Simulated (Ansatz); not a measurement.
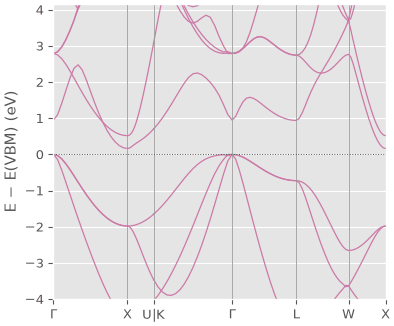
Band structure from PBE in the plane-wave PAW code Ansatz

Q: Read off the gap and where the band edges lie.

A: About 0.2 eV (0.16 eV by a search for the band edges); maximum at Γ, minimum at X.

The material is Mg2Ge (anti-fluorite, Fm-3m).

The PBE relaxation kept the symmetry of its start; of distortions, only those at the zone centre were tested. Scalar-relativistic: spin–orbit coupling is off unless named, which matters more the heavier the elements.

Potentials: the later of the program's two PAW sets.
